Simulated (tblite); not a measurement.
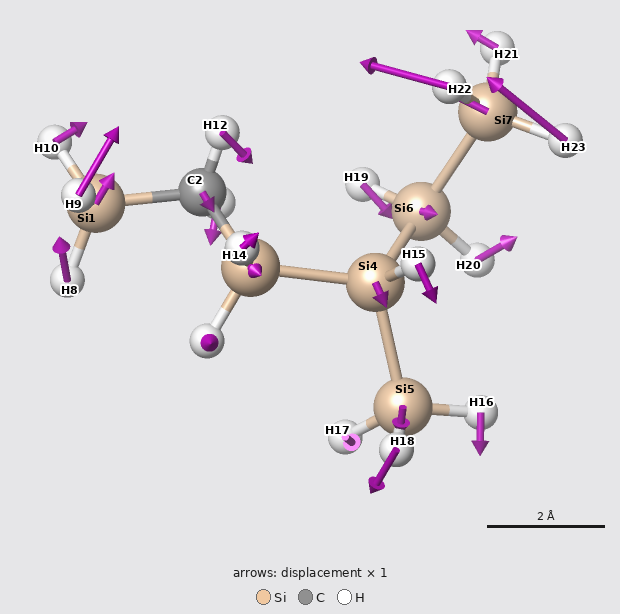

A relaxation of CH$_{16}$Si$_{6}$. The starting structure is drawn; purple arrows show the displacements, at their true length. The two geometries are superimposed by the best rigid fit.

A ball-and-stick model, seen face on.

Theory: tblite, GFN2-xTB geometry optimisation, gas phase. 

> Atoms of which element are displaced furthest, and by how much?

Hydrogen: up to 1.94 Å, against 0.96 Å for silicon.

> Describe the change and its energy.

The energy falls by 16.9 kcal/mol in 226 geometry steps. The atom that moves furthest after the best rigid fit is an H atom (1.94 Å). Largest moves by element: H 1.94 Å, Si 0.96 Å, C 0.41 Å. Among the contacts that change: Si–Si 2.199 → 2.342 Å, Si–Si 2.245 → 2.328 Å, C–Si 1.870 → 1.904 Å, C–H 1.118 → 1.092 Å. Among the angles between lasting bonds that change: Si–C–Si 106.2° → 116.3°, Si–Si–Si 107.9° → 117.3°, Si–Si–H 106.7° → 113.7°. Groups turn about Si–Si by about 40°, Si–Si by about 25°, Si–Si by about 25°. Cost: 3.4 s on 1 thread of Arm Neoverse V1, with other jobs on the host.
